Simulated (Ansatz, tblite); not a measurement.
# Ge(NMe2)H3 (C₂H₉GeN): spin-state energies by level

Aim: set other spin states of Ge(NMe2)H3 (C₂H₉GeN) against its singlet, on many levels of theory.

Method: as each input shows; program: Ansatz 0.2.0, Gaussian basis.

The runs, in order: triplet, at the geometry of the singlet (GFN1-xTB, GFN2-xTB, PBE0-D4/def2-TZVP, PBE-D4/def2-TZVP, r2SCAN-D4/def2-TZVP); the singlet's energies come from earlier runs.

### 1 The geometry

The singlet was relaxed beforehand with PBE-D4/def2-SVP.

13 atoms, charge 0, spin multiplicity 1.

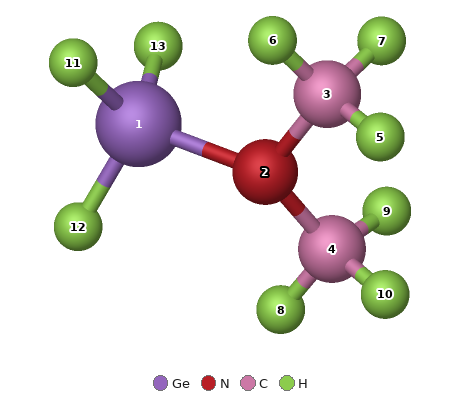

The geometry (germanium purple, nitrogen red, carbon pink, hydrogen green); atoms are numbered from 1 in the order of the file.

### 2 Triplet at the fixed geometry, GFN1-xTB

Tight binding, by tblite at 300 K electronic temperature and without a spin-polarisation term:

```python
tblite.interface.Calculator('GFN1-xTB', numbers, positions, charge=0, uhf=2).singlepoint()
```

Energy -373.0698 eV; 0.019 s.

### 3 Triplet at the fixed geometry, GFN2-xTB

Tight binding, by tblite at 300 K electronic temperature and without a spin-polarisation term:

```python
tblite.interface.Calculator('GFN2-xTB', numbers, positions, charge=0, uhf=2).singlepoint()
```

Energy -365.7938 eV; 0.011 s.

### 4 Triplet at the fixed geometry, PBE0-D4/def2-TZVP

in.yaml

```yaml
crystal:
  periodic: [false, false, false]
  atoms:
    - {symbol: Ge, position_ang: [-0.023869, -0.047426, -1.703235]}
    - {symbol: N, position_ang: [0.158574, 0.290437, 0.114545]}
    - {symbol: C, position_ang: [1.093696, -0.526288, 0.862769]}
    - {symbol: C, position_ang: [-1.035304, 0.636916, 0.860165]}
    - {symbol: H, position_ang: [1.402811, -0.000741, 1.796121]}
    - {symbol: H, position_ang: [2.013570, -0.711939, 0.270676]}
    - {symbol: H, position_ang: [0.685036, -1.523625, 1.174740]}
    - {symbol: H, position_ang: [-1.687363, 1.310080, 0.266128]}
    - {symbol: H, position_ang: [-1.654390, -0.245451, 1.171891]}
    - {symbol: H, position_ang: [-0.761812, 1.181946, 1.793463]}
    - {symbol: H, position_ang: [1.410873, -0.101907, -2.287626]}
    - {symbol: H, position_ang: [-0.843197, 1.130242, -2.290408]}
    - {symbol: H, position_ang: [-0.758602, -1.392245, -2.029230]}
basis:
  gaussian: {orbitals: def2-TZVP}
magnetization: {spin_polarized: true, initial_magnetization: 2}
hamiltonian: {xc: pbe0, dispersion: d4}
scf: {omitted_lower_state_checks: [starts]}
output: {orbitals: {seedname: orbitals}}
```

Started as:

```
ansatz run in.yaml --threads 4 --pin off --events-out ev --progress --plain --max-ram 3916MiB
```

The log of the run:

```text
Functional definition: PBE0
  name "PBE0"
  cite "Adamo & Barone, J. Chem. Phys. 110, 6158 (1999) doi:10.1063/1.478522"
  cite "Perdew, Burke & Ernzerhof, Phys. Rev. Lett. 77, 3865 (1996) doi:10.1103/PhysRevLett.77.3865"
  parent pbe
  parameter a = 0.25
  parameter kappa = 0.804
  parameter beta = 0.06672455060314922
  exchange = (1 - a)*pbe_x(kappa = kappa, mu = beta*pi^2/3) + a*exact_x
  correlation = pbe_c(beta = beta)
these checks for a lower state are left out or cut short: starts
1312 factors; their error is unknown
mean field evaluation 1: about -60204.5609 eV, gradient 4.2e1 eV
mean field evaluation 2: about -60193.0460 eV, gradient 6.3e1 eV
mean field evaluation 4: about -60212.8096 eV, gradient 6.7e0 eV
mean field evaluation 8: about -60213.0043 eV, gradient 3.0e-1 eV
mean field evaluation 16: about -60213.2663 eV, gradient 1.1e-3 eV
mean field -60213.26631741 eV, -2212.7967231470 hartree, gradient 2.7e-5 eV, S^2 2.007258; 0 other end points of the search recorded, 0 dependent functions left out
reference -60213.26635590 eV, -2212.7967245615 hartree; 31, 29 occupied and 164, 166 virtual orbitals, 1312 factors
Total energy: -60213.47756132 eV, -2212.8044862176 hartree
Checks for a lower state left out: starts
```

It took 8.5 s on 4 threads of Intel Xeon at 2.50GHz, shared host; peak memory 0.64 GiB.

From the report: HOMO -1.39 eV, LUMO -4.56 eV (over both spins; with the spin held, an empty level of the minority spin lies below the top filled one); ⟨S²⟩ 2.007 (pure: 2.00).

### 5 Triplet at the fixed geometry, PBE-D4/def2-TZVP

start.molden holds the orbitals of an earlier run on this state, given as this run's starting guess.

Edit in.yaml of step 4 so:

```diff
@@ -17,5 +17,5 @@
 basis:
-  gaussian: {orbitals: def2-TZVP}
+  gaussian: {orbitals: def2-TZVP, initial_orbitals: start.molden}
 magnetization: {spin_polarized: true, initial_magnetization: 2}
-hamiltonian: {xc: pbe0, dispersion: d4}
+hamiltonian: {xc: pbe, dispersion: d4}
 scf: {omitted_lower_state_checks: [starts]}
```

Launched as before.

The log of the run:

```text
Functional definition: PBE
  name "PBE"
  cite "Perdew, Burke & Ernzerhof, Phys. Rev. Lett. 77, 3865 (1996) doi:10.1103/PhysRevLett.77.3865"
  parent pbe
  parameter kappa = 0.804
  parameter beta = 0.06672455060314922
  exchange = pbe_x(kappa = kappa, mu = beta*pi^2/3)
  correlation = pbe_c(beta = beta)
these checks for a lower state are left out or cut short: starts
1269 factors; their error is unknown
mean field evaluation 1: about -60211.2948 eV, gradient 7.7e0 eV
mean field evaluation 2: about -60211.4472 eV, gradient 2.4e-1 eV
mean field evaluation 4: about -60211.4116 eV, gradient 2.1e-2 eV
mean field evaluation 8: about -60211.4116 eV, gradient 2.4e-5 eV
mean field -60211.41156888 eV, -2212.7285623957 hartree, gradient 2.4e-5 eV, S^2 2.004109; 0 other end points of the search recorded, 0 dependent functions left out
reference -60211.41161992 eV, -2212.7285642716 hartree; 31, 29 occupied and 164, 166 virtual orbitals, 1269 factors
Total energy: -60211.66249257 eV, -2212.7377836713 hartree
Checks for a lower state left out: starts
```

It took 5.5 s on 4 threads of Intel Xeon at 2.50GHz, shared host.

Report: HOMO -0.89 eV, LUMO -5.76 eV (over both spins; with the spin held, an empty level of the minority spin lies below the top filled one); ⟨S²⟩ 2.004 (pure: 2.00).

### 6 Triplet at the fixed geometry, r2SCAN-D4/def2-TZVP

Edit in.yaml of step 5 so:

```diff
@@ -19,3 +19,3 @@
 magnetization: {spin_polarized: true, initial_magnetization: 2}
-hamiltonian: {xc: pbe, dispersion: d4}
+hamiltonian: {xc: r2scan, dispersion: d4}
 scf: {omitted_lower_state_checks: [starts]}
```

The command is unchanged.

The log of the run:

```text
Functional definition: r2SCAN
  name "r2SCAN"
  cite "Furness, Kaplan, Ning, Perdew & Sun, J. Phys. Chem. Lett. 11, 8208 (2020) doi:10.1021/acs.jpclett.0c02405"
  cite "Furness, Kaplan, Ning, Perdew & Sun, J. Phys. Chem. Lett. 11, 9248 (2020) doi:10.1021/acs.jpclett.0c03077"
  parent r2scan
  parameter k0 = 0.174
  parameter k1 = 0.065
  parameter a1 = 4.9479
  exchange = r2scan_x(k0 = k0, k1 = k1, a1 = a1)
  correlation = r2scan_c
these checks for a lower state are left out or cut short: starts
1269 factors; their error is unknown
mean field evaluation 1: about -60222.4946 eV, gradient 5.0e0 eV
mean field evaluation 2: about -60222.5482 eV, gradient 7.7e-2 eV
mean field evaluation 4: about -60222.5181 eV, gradient 2.9e-3 eV
mean field evaluation 8: about -60222.5181 eV, gradient 1.9e-5 eV
mean field -60222.51810575 eV, -2213.1367200973 hartree, gradient 1.9e-5 eV, S^2 2.009926; 0 other end points of the search recorded, 0 dependent functions left out
reference -60222.51812209 eV, -2213.1367206979 hartree; 31, 29 occupied and 164, 166 virtual orbitals, 1269 factors
Total energy: -60222.58120030 eV, -2213.1390387792 hartree
Checks for a lower state left out: starts
```

Run time: 10 s. Hardware: 4 threads of Intel Xeon at 2.50GHz, shared host.

From the report: HOMO -0.86 eV, LUMO -5.26 eV (over both spins; with the spin held, an empty level of the minority spin lies below the top filled one); ⟨S²⟩ 2.010 (pure: 2.00).

### 7 Triplet less singlet, vertical

The singlet's energies are those of its earlier runs, whose logs aren't repeated here.

```csv
level,"triplet less singlet, vertical (kcal/mol)",time
GFN1-xTB,+124.4,0.037 s
GFN2-xTB,+162.1,0.02 s
PBE-D4/def2-TZVP,+111.3,7.8 s
r2SCAN-D4/def2-TZVP,+113.1,14 s
PBE0-D4/def2-TZVP,+116.4,14 s
```

Times add the two runs; a level without a time comes out of a correlated run. Tight binding without a spin term can't rank spin states.

### 8 Results

```
                                                quantity                                         value
triplet less singlet, vertical, functionals in def2-TZVP  +111.3 (PBE-D4) to +116.4 kcal/mol (PBE0-D4)
```

**Reading.** All functionals put the triplet above the singlet, over a spread of 5.2 kcal/mol. The checks for a lower triplet were left out, so another state of that spin may lie lower. These are electronic energies, without zero-point motion, entropy or surroundings.
